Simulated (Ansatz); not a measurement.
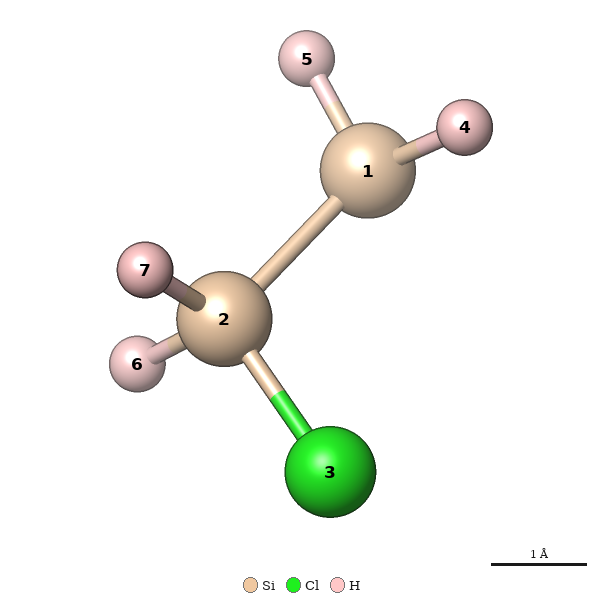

Orthographic view. Distant atoms are faded towards the background colour. The species is neutral and a spin doublet. Computed geometry: PBE-D4/def2-SVP optimisation. No frequency run is at hand to confirm it as a minimum.

Give the geometry as a Z-matrix, atoms in numerical order, with these reference atoms: 2 to 1; 3 to 2, 1; 4 to 1, 2, 3; 5 to 1, 4, 2; 6 to 2, 3, 1; 7 to 2, 6, 3.

```
Si 
Si   1   2.337
Cl   2   2.091   1   107.1
H    1   1.506   2   113.6   3   -57.1
H    1   1.508   4   110.7   2   130.1
H    2   1.503   3   109.3   1   119.4
H    2   1.507   6   108.6   3  -117.2
```
